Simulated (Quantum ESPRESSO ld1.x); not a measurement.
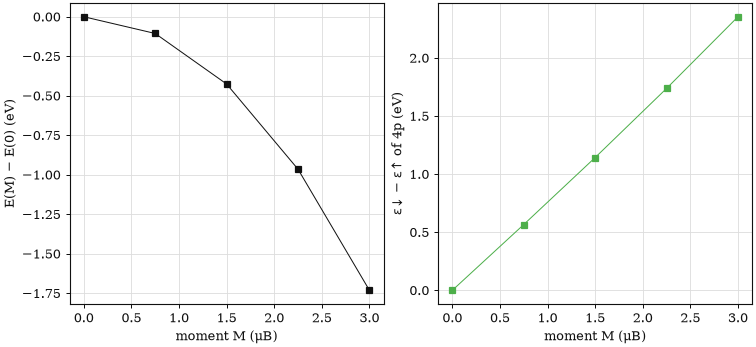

For Se⁺ in [Ar] 3d10 4s2 4p3, the spin moment of the 4p shell is fixed at a series of values. The calculation used Quantum ESPRESSO ld1.x 7.5 at this level: scalar-relativistic Kohn-Sham, LDA (Slater exchange, Perdew-Wang correlation), spin-polarised, spherical densities, point nucleus. The plot shows the energy and the exchange splitting.

> Describe both curves.

The energy falls with the moment, to −1.73 eV at M = 3 μB, the largest moment run, in line with Hund's first rule (at fractional spins the functional's fractional-spin error adds to the fall). A fit E = −I M²/4 gives an exchange integral I of about 0.77 eV, and the exchange splitting grows nearly in proportion to M, to 2.35 eV (0.78 eV per μB).
